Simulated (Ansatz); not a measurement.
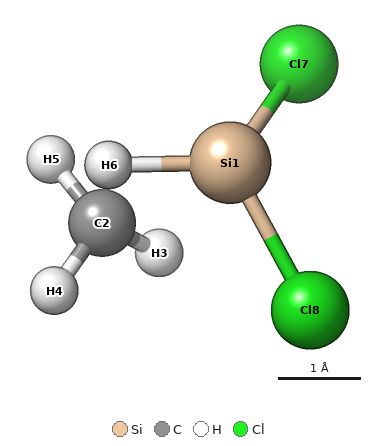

*The structure as given in the input (ball-and-stick view, seen at a tilt; atoms are numbered from 1 in the order of the input).*

Bond lengths as drawn: Cl–Si 2.07 Å, C–H 1.09 to 1.10 Å and H–Si 1.50 Å.

**CH$_{4}$Cl$_{2}$Si: molecular dynamics (part 1 of 2)**

System: CH$_{4}$Cl$_{2}$Si.
Method: RKS PBE0-D4/6-31G* (Ansatz 0.2.0).

It belongs to a series of runs on one base structure; here: dynamics from the highest image of the converged band. Figures and captions count atoms from 1; the log counts them from 0 in places.

Output:
```
Engine: ansatz 0.2.0, aarch64-unknown-linux-gnu
Functional definition: PBE0
  parameter a = 0.25
  parameter kappa = 0.804
  parameter beta = 0.06672455060314922
  exchange = (1 - a)*pbe_x(kappa = kappa, mu = beta*pi^2/3) + a*exact_x
  correlation = pbe_c(beta = beta)
852 factors; integrals over basis functions are off by at most 6.2e-4 eV
mean field evaluation 1: about -34006.2063 eV, gradient 4.0e1 eV
mean field evaluation 2: about -33999.3261 eV, gradient 5.8e1 eV
mean field evaluation 4: about -34010.4166 eV, gradient 3.2e0 eV
mean field evaluation 8: about -34010.4711 eV, gradient 5.3e-2 eV
mean field -34010.47113830 eV, -1249.8617612070 hartree, gradient 5.6e-5 eV, S^2 0.000000; 0 other end points of the search recorded, 0 dependent functions left out
the calculation of the forces begins
reference -34010.47115940 eV, -1249.8617619828 hartree; 29, 29 occupied and 51, 51 virtual orbitals, 852 factors
md step     0: t =     0.00 fs  T =   300.0 K  F+E_penalty+E_count = -34010.65549089 eV  E_kin = 0.232668 eV  conserved = -34010.42282290 eV  (25 SCF iters)
these checks for a lower state are left out or cut short: starts, cluster_reference, orbital_swaps, neighbouring_geometries, increment
852 factors; integrals over basis functions are off by at most 6.3e-4 eV
mean field evaluation 16: about -34010.4418 eV, gradient 6.6e-1 eV
mean field -34010.46509466 eV, -1249.8615391076 hartree, gradient 1.0e-5 eV, S^2 0.000000; 0 other end points of the search recorded, 0 dependent functions left out
the calculation of the forces begins
reference -34010.46511578 eV, -1249.8615398837 hartree; 29, 29 occupied and 51, 51 virtual orbitals, 852 factors
md step     1: t =     0.50 fs  T =   292.6 K  F+E_penalty+E_count = -34010.64961462 eV  E_kin = 0.226928 eV  conserved = -34010.42268674 eV  (29 SCF iters)
[... from here on the SCF iterations and repeated set-up lines of each step are left out, up to the last step ...]
md step     2: t =     1.00 fs  T =   272.8 K  F+E_penalty+E_count = -34010.63393739 eV  E_kin = 0.211556 eV  conserved = -34010.42238173 eV  (30 SCF iters)
md step     3: t =     1.50 fs  T =   246.5 K  F+E_penalty+E_count = -34010.61314519 eV  E_kin = 0.191137 eV  conserved = -34010.42200785 eV  (25 SCF iters)
md step     4: t =     2.00 fs  T =   220.9 K  F+E_penalty+E_count = -34010.59303804 eV  E_kin = 0.171358 eV  conserved = -34010.42168034 eV  (25 SCF iters)
md step     5: t =     2.50 fs  T =   202.7 K  F+E_penalty+E_count = -34010.57872640 eV  E_kin = 0.157234 eV  conserved = -34010.42149258 eV  (25 SCF iters)
md step     6: t =     3.00 fs  T =   195.6 K  F+E_penalty+E_count = -34010.57316388 eV  E_kin = 0.151678 eV  conserved = -34010.42148579 eV  (25 SCF iters)
md step     7: t =     3.50 fs  T =   199.7 K  F+E_penalty+E_count = -34010.57648514 eV  E_kin = 0.154845 eV  conserved = -34010.42164002 eV  (25 SCF iters)
md step     8: t =     4.00 fs  T =   212.0 K  F+E_penalty+E_count = -34010.58629823 eV  E_kin = 0.164409 eV  conserved = -34010.42188899 eV  (25 SCF iters)
md step     9: t =     4.50 fs  T =   227.7 K  F+E_penalty+E_count = -34010.59871145 eV  E_kin = 0.176564 eV  conserved = -34010.42214793 eV  (25 SCF iters)
md step    10: t =     5.00 fs  T =   241.5 K  F+E_penalty+E_count = -34010.60966952 eV  E_kin = 0.187330 eV  conserved = -34010.42233931 eV  (25 SCF iters)
md step    11: t =     5.50 fs  T =   249.9 K  F+E_penalty+E_count = -34010.61619562 eV  E_kin = 0.193788 eV  conserved = -34010.42240797 eV  (25 SCF iters)
md step    12: t =     6.00 fs  T =   251.3 K  F+E_penalty+E_count = -34010.61726725 eV  E_kin = 0.194934 eV  conserved = -34010.42233364 eV  (25 SCF iters)
md step    13: t =     6.50 fs  T =   247.5 K  F+E_penalty+E_count = -34010.61412816 eV  E_kin = 0.191989 eV  conserved = -34010.42213924 eV  (24 SCF iters)
md step    14: t =     7.00 fs  T =   242.4 K  F+E_penalty+E_count = -34010.60989622 eV  E_kin = 0.188002 eV  conserved = -34010.42189424 eV  (25 SCF iters)
md step    15: t =     7.50 fs  T =   240.8 K  F+E_penalty+E_count = -34010.60846110 eV  E_kin = 0.186766 eV  conserved = -34010.42169477 eV  (25 SCF iters)
md step    16: t =     8.00 fs  T =   246.8 K  F+E_penalty+E_count = -34010.61299131 eV  E_kin = 0.191370 eV  conserved = -34010.42162161 eV  (25 SCF iters)
md step    17: t =     8.50 fs  T =   261.7 K  F+E_penalty+E_count = -34010.62469409 eV  E_kin = 0.202998 eV  conserved = -34010.42169632 eV  (26 SCF iters)
md step    18: t =     9.00 fs  T =   284.5 K  F+E_penalty+E_count = -34010.64249064 eV  E_kin = 0.220625 eV  conserved = -34010.42186519 eV  (26 SCF iters)
md step    19: t =     9.50 fs  T =   311.8 K  F+E_penalty+E_count = -34010.66383646 eV  E_kin = 0.241811 eV  conserved = -34010.42202532 eV  (27 SCF iters)
md step    20: t =    10.00 fs  T =   340.7 K  F+E_penalty+E_count = -34010.68628685 eV  E_kin = 0.264208 eV  conserved = -34010.42207915 eV  (28 SCF iters)
md step    21: t =    10.50 fs  T =   370.1 K  F+E_penalty+E_count = -34010.70901844 eV  E_kin = 0.287042 eV  conserved = -34010.42197654 eV  (29 SCF iters)
md step    22: t =    11.00 fs  T =   402.2 K  F+E_penalty+E_count = -34010.73363222 eV  E_kin = 0.311899 eV  conserved = -34010.42173324 eV  (29 SCF iters, 3 dispersion substeps)
md step    23: t =    11.50 fs  T =   441.7 K  F+E_penalty+E_count = -34010.76395435 eV  E_kin = 0.342534 eV  conserved = -34010.42142072 eV  (29 SCF iters, 3 dispersion substeps)
md step    24: t =    12.00 fs  T =   494.9 K  F+E_penalty+E_count = -34010.80496337 eV  E_kin = 0.383824 eV  conserved = -34010.42113958 eV  (30 SCF iters, 3 dispersion substeps)
md step    25: t =    12.50 fs  T =   567.7 K  F+E_penalty+E_count = -34010.86125336 eV  E_kin = 0.440268 eV  conserved = -34010.42098511 eV  (29 SCF iters, 3 dispersion substeps)
md step    26: t =    13.00 fs  T =   663.5 K  F+E_penalty+E_count = -34010.93557352 eV  E_kin = 0.514560 eV  conserved = -34010.42101318 eV  (30 SCF iters, 3 dispersion substeps)
md step    27: t =    13.50 fs  T =   782.3 K  F+E_penalty+E_count = -34011.02797000 eV  E_kin = 0.606750 eV  conserved = -34010.42122010 eV  (30 SCF iters, 3 dispersion substeps)
md step    28: t =    14.00 fs  T =   921.0 K  F+E_penalty+E_count = -34011.13583151 eV  E_kin = 0.714281 eV  conserved = -34010.42155042 eV  (29 SCF iters, 3 dispersion substeps)
md step    29: t =    14.50 fs  T =  1073.8 K  F+E_penalty+E_count = -34011.25474472 eV  E_kin = 0.832822 eV  conserved = -34010.42192299 eV  (30 SCF iters, 3 dispersion substeps)
md step    30: t =    15.00 fs  T =  1234.6 K  F+E_penalty+E_count = -34011.37975095 eV  E_kin = 0.957487 eV  conserved = -34010.42226347 eV  (30 SCF iters, 3 dispersion substeps)
md step    31: t =    15.50 fs  T =  1397.7 K  F+E_penalty+E_count = -34011.50652041 eV  E_kin = 1.083998 eV  conserved = -34010.42252278 eV  (30 SCF iters, 3 dispersion substeps)
md step    32: t =    16.00 fs  T =  1559.5 K  F+E_penalty+E_count = -34011.63214630 eV  E_kin = 1.209467 eV  conserved = -34010.42267911 eV  (30 SCF iters, 3 dispersion substeps)
md step    33: t =    16.50 fs  T =  1718.4 K  F+E_penalty+E_count = -34011.75548180 eV  E_kin = 1.332745 eV  conserved = -34010.42273689 eV  (30 SCF iters, 3 dispersion substeps)
md step    34: t =    17.00 fs  T =  1875.2 K  F+E_penalty+E_count = -34011.87702374 eV  E_kin = 1.454296 eV  conserved = -34010.42272794 eV  (29 SCF iters, 3 dispersion substeps)
md step    35: t =    17.50 fs  T =  2031.6 K  F+E_penalty+E_count = -34011.99834402 eV  E_kin = 1.575636 eV  conserved = -34010.42270796 eV  (28 SCF iters, 3 dispersion substeps)
md step    36: t =    18.00 fs  T =  2189.9 K  F+E_penalty+E_count = -34012.12112344 eV  E_kin = 1.698376 eV  conserved = -34010.42274782 eV  (28 SCF iters, 3 dispersion substeps)
md step    37: t =    18.50 fs  T =  2350.7 K  F+E_penalty+E_count = -34012.24598129 eV  E_kin = 1.823075 eV  conserved = -34010.42290655 eV  (28 SCF iters, 3 dispersion substeps)
md step    38: t =    19.00 fs  T =  2512.1 K  F+E_penalty+E_count = -34012.37152153 eV  E_kin = 1.948320 eV  conserved = -34010.42320145 eV  (26 SCF iters, 3 dispersion substeps)
md step    39: t =    19.50 fs  T =  2669.7 K  F+E_penalty+E_count = -34012.49406609 eV  E_kin = 2.070476 eV  conserved = -34010.42359030 eV  (27 SCF iters, 3 dispersion substeps)
md step    40: t =    20.00 fs  T =  2816.5 K  F+E_penalty+E_count = -34012.60831979 eV  E_kin = 2.184334 eV  conserved = -34010.42398549 eV  (27 SCF iters, 3 dispersion substeps)
md step    41: t =    20.50 fs  T =  2945.6 K  F+E_penalty+E_count = -34012.70875775 eV  E_kin = 2.284470 eV  conserved = -34010.42428767 eV  (27 SCF iters, 3 dispersion substeps)
md step    42: t =    21.00 fs  T =  3051.7 K  F+E_penalty+E_count = -34012.79119977 eV  E_kin = 2.366778 eV  conserved = -34010.42442162 eV  (27 SCF iters, 3 dispersion substeps)
md step    43: t =    21.50 fs  T =  3132.7 K  F+E_penalty+E_count = -34012.85399488 eV  E_kin = 2.429630 eV  conserved = -34010.42436530 eV  (27 SCF iters, 3 dispersion substeps)
md step    44: t =    22.00 fs  T =  3190.3 K  F+E_penalty+E_count = -34012.89839579 eV  E_kin = 2.474242 eV  conserved = -34010.42415338 eV  (27 SCF iters, 3 dispersion substeps)
md step    45: t =    22.50 fs  T =  3228.8 K  F+E_penalty+E_count = -34012.92801584 eV  E_kin = 2.504145 eV  conserved = -34010.42387066 eV  (27 SCF iters, 3 dispersion substeps)
md step    46: t =    23.00 fs  T =  3254.3 K  F+E_penalty+E_count = -34012.94752272 eV  E_kin = 2.523900 eV  conserved = -34010.42362235 eV  (27 SCF iters, 3 dispersion substeps)
md step    47: t =    23.50 fs  T =  3271.9 K  F+E_penalty+E_count = -34012.96101475 eV  E_kin = 2.537520 eV  conserved = -34010.42349460 eV  (27 SCF iters, 3 dispersion substeps)
md step    48: t =    24.00 fs  T =  3284.3 K  F+E_penalty+E_count = -34012.97068638 eV  E_kin = 2.547165 eV  conserved = -34010.42352158 eV  (27 SCF iters, 3 dispersion substeps)
md step    49: t =    24.50 fs  T =  3291.3 K  F+E_penalty+E_count = -34012.97629424 eV  E_kin = 2.552619 eV  conserved = -34010.42367546 eV  (28 SCF iters, 3 dispersion substeps)
md step    50: t =    25.00 fs  T =  3290.1 K  F+E_penalty+E_count = -34012.97556984 eV  E_kin = 2.551683 eV  conserved = -34010.42388662 eV  (28 SCF iters, 3 dispersion substeps)
md step    51: t =    25.50 fs  T =  3276.6 K  F+E_penalty+E_count = -34012.96529308 eV  E_kin = 2.541217 eV  conserved = -34010.42407597 eV  (28 SCF iters, 3 dispersion substeps)
md step    52: t =    26.00 fs  T =  3247.2 K  F+E_penalty+E_count = -34012.94254270 eV  E_kin = 2.518362 eV  conserved = -34010.42418046 eV  (28 SCF iters, 3 dispersion substeps)
md step    53: t =    26.50 fs  T =  3199.7 K  F+E_penalty+E_count = -34012.90572186 eV  E_kin = 2.481560 eV  conserved = -34010.42416149 eV  (28 SCF iters, 3 dispersion substeps)
md step    54: t =    27.00 fs  T =  3134.7 K  F+E_penalty+E_count = -34012.85517049 eV  E_kin = 2.431159 eV  conserved = -34010.42401129 eV  (28 SCF iters, 3 dispersion substeps)
md step    55: t =    27.50 fs  T =  3055.2 K  F+E_penalty+E_count = -34012.79328048 eV  E_kin = 2.369524 eV  conserved = -34010.42375680 eV  (28 SCF iters, 3 dispersion substeps)
md step    56: t =    28.00 fs  T =  2966.4 K  F+E_penalty+E_count = -34012.72405267 eV  E_kin = 2.300593 eV  conserved = -34010.42345938 eV  (28 SCF iters, 3 dispersion substeps)
md step    57: t =    28.50 fs  T =  2873.9 K  F+E_penalty+E_count = -34012.65209102 eV  E_kin = 2.228884 eV  conserved = -34010.42320706 eV  (24 SCF iters, 3 dispersion substeps)
md step    58: t =    29.00 fs  T =  2782.7 K  F+E_penalty+E_count = -34012.58120785 eV  E_kin = 2.158122 eV  conserved = -34010.42308551 eV  (28 SCF iters, 3 dispersion substeps)
md step    59: t =    29.50 fs  T =  2694.8 K  F+E_penalty+E_count = -34012.51310632 eV  E_kin = 2.089967 eV  conserved = -34010.42313903 eV  (28 SCF iters, 3 dispersion substeps)
md step    60: t =    30.00 fs  T =  2608.9 K  F+E_penalty+E_count = -34012.44673246 eV  E_kin = 2.023388 eV  conserved = -34010.42334489 eV  (28 SCF iters, 3 dispersion substeps)
md step    61: t =    30.50 fs  T =  2520.8 K  F+E_penalty+E_count = -34012.37865186 eV  E_kin = 1.955031 eV  conserved = -34010.42362096 eV  (28 SCF iters, 3 dispersion substeps)
md step    62: t =    31.00 fs  T =  2424.6 K  F+E_penalty+E_count = -34012.30430542 eV  E_kin = 1.880445 eV  conserved = -34010.42386031 eV  (28 SCF iters, 3 dispersion substeps)
md step    63: t =    31.50 fs  T =  2315.3 K  F+E_penalty+E_count = -34012.21961429 eV  E_kin = 1.795640 eV  conserved = -34010.42397470 eV  (28 SCF iters, 3 dispersion substeps)
md step    64: t =    32.00 fs  T =  2189.9 K  F+E_penalty+E_count = -34012.12232079 eV  E_kin = 1.698394 eV  conserved = -34010.42392666 eV  (28 SCF iters, 3 dispersion substeps)
md step    65: t =    32.50 fs  T =  2048.7 K  F+E_penalty+E_count = -34012.01260807 eV  E_kin = 1.588870 eV  conserved = -34010.42373814 eV  (28 SCF iters, 3 dispersion substeps)
md step    66: t =    33.00 fs  T =  1894.6 K  F+E_penalty+E_count = -34011.89284922 eV  E_kin = 1.469380 eV  conserved = -34010.42346909 eV  (28 SCF iters, 3 dispersion substeps)
md step    67: t =    33.50 fs  T =  1732.4 K  F+E_penalty+E_count = -34011.76673789 eV  E_kin = 1.343553 eV  conserved = -34010.42318520 eV  (28 SCF iters, 3 dispersion substeps)
md step    68: t =    34.00 fs  T =  1567.1 K  F+E_penalty+E_count = -34011.63832801 eV  E_kin = 1.215410 eV  conserved = -34010.42291835 eV  (28 SCF iters, 3 dispersion substeps)
md step    69: t =    34.50 fs  T =  1404.0 K  F+E_penalty+E_count = -34011.51156208 eV  E_kin = 1.088910 eV  conserved = -34010.42265222 eV  (28 SCF iters, 3 dispersion substeps)
md step    70: t =    35.00 fs  T =  1248.3 K  F+E_penalty+E_count = -34011.39048875 eV  E_kin = 0.968141 eV  conserved = -34010.42234753 eV  (29 SCF iters, 3 dispersion substeps)
md step    71: t =    35.50 fs  T =  1106.1 K  F+E_penalty+E_count = -34011.27981733 eV  E_kin = 0.857835 eV  conserved = -34010.42198282 eV  (29 SCF iters, 3 dispersion substeps)
md step    72: t =    36.00 fs  T =   984.6 K  F+E_penalty+E_count = -34011.18519911 eV  E_kin = 0.763612 eV  conserved = -34010.42158709 eV  (29 SCF iters, 3 dispersion substeps)
md step    73: t =    36.50 fs  T =   891.7 K  F+E_penalty+E_count = -34011.11278325 eV  E_kin = 0.691553 eV  conserved = -34010.42123014 eV  (29 SCF iters, 3 dispersion substeps)
md step    74: t =    37.00 fs  T =   834.4 K  F+E_penalty+E_count = -34011.06814152 eV  E_kin = 0.647152 eV  conserved = -34010.42098907 eV  (25 SCF iters, 3 dispersion substeps)
md step    75: t =    37.50 fs  T =   817.7 K  F+E_penalty+E_count = -34011.05508097 eV  E_kin = 0.634174 eV  conserved = -34010.42090663 eV  (29 SCF iters, 3 dispersion substeps)
md step    76: t =    38.00 fs  T =   843.2 K  F+E_penalty+E_count = -34011.07491871 eV  E_kin = 0.653934 eV  conserved = -34010.42098469 eV  (29 SCF iters, 3 dispersion substeps)
md step    77: t =    38.50 fs  T =   909.3 K  F+E_penalty+E_count = -34011.12638479 eV  E_kin = 0.705184 eV  conserved = -34010.42120059 eV  (29 SCF iters, 3 dispersion substeps)
md step    78: t =    39.00 fs  T =  1011.4 K  F+E_penalty+E_count = -34011.20592208 eV  E_kin = 0.784390 eV  conserved = -34010.42153162 eV  (29 SCF iters, 3 dispersion substeps)
md step    79: t =    39.50 fs  T =  1142.5 K  F+E_penalty+E_count = -34011.30804964 eV  E_kin = 0.886089 eV  conserved = -34010.42196032 eV  (29 SCF iters, 3 dispersion substeps)
md step    80: t =    40.00 fs  T =  1293.6 K  F+E_penalty+E_count = -34011.42571800 eV  E_kin = 1.003264 eV  conserved = -34010.42245403 eV  (29 SCF iters, 3 dispersion substeps)
md step    81: t =    40.50 fs  T =  1454.4 K  F+E_penalty+E_count = -34011.55089200 eV  E_kin = 1.127937 eV  conserved = -34010.42295454 eV  (28 SCF iters, 3 dispersion substeps)
md step    82: t =    41.00 fs  T =  1614.5 K  F+E_penalty+E_count = -34011.67554940 eV  E_kin = 1.252173 eV  conserved = -34010.42337621 eV  (28 SCF iters, 3 dispersion substeps)
md step    83: t =    41.50 fs  T =  1765.7 K  F+E_penalty+E_count = -34011.79302497 eV  E_kin = 1.369386 eV  conserved = -34010.42363900 eV  (28 SCF iters, 3 dispersion substeps)
md step    84: t =    42.00 fs  T =  1902.6 K  F+E_penalty+E_count = -34011.89926868 eV  E_kin = 1.475573 eV  conserved = -34010.42369528 eV  (28 SCF iters, 3 dispersion substeps)
md step    85: t =    42.50 fs  T =  2024.3 K  F+E_penalty+E_count = -34011.99354779 eV  E_kin = 1.569990 eV  conserved = -34010.42355782 eV  (28 SCF iters, 3 dispersion substeps)
md step    86: t =    43.00 fs  T =  2133.8 K  F+E_penalty+E_count = -34012.07822169 eV  E_kin = 1.654921 eV  conserved = -34010.42330110 eV  (28 SCF iters, 3 dispersion substeps)
md step    87: t =    43.50 fs  T =  2236.5 K  F+E_penalty+E_count = -34012.15754778 eV  E_kin = 1.734508 eV  conserved = -34010.42303958 eV  (28 SCF iters, 3 dispersion substeps)
md step    88: t =    44.00 fs  T =  2337.6 K  F+E_penalty+E_count = -34012.23584767 eV  E_kin = 1.812961 eV  conserved = -34010.42288673 eV  (28 SCF iters, 3 dispersion substeps)
md step    89: t =    44.50 fs  T =  2440.6 K  F+E_penalty+E_count = -34012.31571104 eV  E_kin = 1.892807 eV  conserved = -34010.42290435 eV  (28 SCF iters, 3 dispersion substeps)
md step    90: t =    45.00 fs  T =  2545.2 K  F+E_penalty+E_count = -34012.39702862 eV  E_kin = 1.973950 eV  conserved = -34010.42307855 eV  (28 SCF iters, 3 dispersion substeps)
md step    91: t =    45.50 fs  T =  2648.3 K  F+E_penalty+E_count = -34012.47724264 eV  E_kin = 2.053906 eV  conserved = -34010.42333711 eV  (28 SCF iters, 3 dispersion substeps)
md step    92: t =    46.00 fs  T =  2745.0 K  F+E_penalty+E_count = -34012.55251854 eV  E_kin = 2.128929 eV  conserved = -34010.42358940 eV  (25 SCF iters, 3 dispersion substeps)
md step    93: t =    46.50 fs  T =  2830.7 K  F+E_penalty+E_count = -34012.61916089 eV  E_kin = 2.195398 eV  conserved = -34010.42376289 eV  (27 SCF iters, 3 dispersion substeps)
md step    94: t =    47.00 fs  T =  2902.3 K  F+E_penalty+E_count = -34012.67473246 eV  E_kin = 2.250915 eV  conserved = -34010.42381795 eV  (27 SCF iters, 3 dispersion substeps)
md step    95: t =    47.50 fs  T =  2959.1 K  F+E_penalty+E_count = -34012.71867738 eV  E_kin = 2.294932 eV  conserved = -34010.42374516 eV  (27 SCF iters, 3 dispersion substeps)
md step    96: t =    48.00 fs  T =  3002.9 K  F+E_penalty+E_count = -34012.75245933 eV  E_kin = 2.328897 eV  conserved = -34010.42356266 eV  (27 SCF iters, 3 dispersion substeps)
md step    97: t =    48.50 fs  T =  3037.7 K  F+E_penalty+E_count = -34012.77925298 eV  E_kin = 2.355937 eV  conserved = -34010.42331577 eV  (27 SCF iters, 3 dispersion substeps)
md step    98: t =    49.00 fs  T =  3068.9 K  F+E_penalty+E_count = -34012.80320097 eV  E_kin = 2.380127 eV  conserved = -34010.42307376 eV  (27 SCF iters, 3 dispersion substeps)
md step    99: t =    49.50 fs  T =  3101.5 K  F+E_penalty+E_count = -34012.82829472 eV  E_kin = 2.405377 eV  conserved = -34010.42291753 eV  (27 SCF iters, 3 dispersion substeps)
md step   100: t =    50.00 fs  T =  3138.6 K  F+E_penalty+E_count = -34012.85710196 eV  E_kin = 2.434189 eV  conserved = -34010.42291336 eV  (27 SCF iters, 3 dispersion substeps)
md step   101: t =    50.50 fs  T =  3180.5 K  F+E_penalty+E_count = -34012.88975194 eV  E_kin = 2.466669 eV  conserved = -34010.42308276 eV  (27 SCF iters, 3 dispersion substeps)
md step   102: t =    51.00 fs  T =  3223.8 K  F+E_penalty+E_count = -34012.92360864 eV  E_kin = 2.500216 eV  conserved = -34010.42339254 eV  (27 SCF iters, 3 dispersion substeps)
md step   103: t =    51.50 fs  T =  3262.2 K  F+E_penalty+E_count = -34012.95380501 eV  E_kin = 2.530041 eV  conserved = -34010.42376406 eV  (27 SCF iters, 3 dispersion substeps)
md step   104: t =    52.00 fs  T =  3288.4 K  F+E_penalty+E_count = -34012.97447091 eV  E_kin = 2.550369 eV  conserved = -34010.42410216 eV  (27 SCF iters, 3 dispersion substeps)
md step   105: t =    52.50 fs  T =  3295.6 K  F+E_penalty+E_count = -34012.98022804 eV  E_kin = 2.555906 eV  conserved = -34010.42432162 eV  (26 SCF iters, 3 dispersion substeps)
md step   106: t =    53.00 fs  T =  3279.1 K  F+E_penalty+E_count = -34012.96752367 eV  E_kin = 2.543156 eV  conserved = -34010.42436732 eV  (26 SCF iters, 3 dispersion substeps)
md step   107: t =    53.50 fs  T =  3238.0 K  F+E_penalty+E_count = -34012.93548704 eV  E_kin = 2.511261 eV  conserved = -34010.42422596 eV  (26 SCF iters, 3 dispersion substeps)
md step   108: t =    54.00 fs  T =  3174.7 K  F+E_penalty+E_count = -34012.88611155 eV  E_kin = 2.462176 eV  conserved = -34010.42393562 eV  (26 SCF iters, 3 dispersion substeps)
md step   109: t =    54.50 fs  T =  3094.6 K  F+E_penalty+E_count = -34012.82363417 eV  E_kin = 2.400050 eV  conserved = -34010.42358444 eV  (26 SCF iters, 3 dispersion substeps)
these checks for a lower state are left out or cut short: starts, cluster_reference, orbital_swaps, neighbouring_geometries, increment
852 factors; integrals over basis functions are off by at most 7.2e-4 eV
mean field -34012.57542462 eV, -1249.9390923032 hartree, gradient 2.0e-5 eV, S^2 0.000000; 0 other end points of the search recorded, 0 dependent functions left out
the calculation of the forces begins
reference -34012.57544663 eV, -1249.9390931120 hartree; 29, 29 occupied and 51, 51 virtual orbitals, 852 factors
852 factors; integrals over basis functions are off by at most 7.2e-4 eV
mean field evaluation 864: about -34012.5754 eV, gradient 3.4e-4 eV
mean field -34012.57542462 eV, -1249.9390923032 hartree, gradient 2.0e-5 eV, S^2 0.000000; 1 other end points of the search recorded, 0 dependent functions left out
the calculation of the forces begins
reference -34012.57544663 eV, -1249.9390931120 hartree; 29, 29 occupied and 51, 51 virtual orbitals, 852 factors
md step   110: t =    55.00 fs  T =  3004.1 K  F+E_penalty+E_count = -34012.75315565 eV  E_kin = 2.329868 eV  conserved = -34010.42328795 eV  (24 SCF iters, 3 dispersion substeps)
```
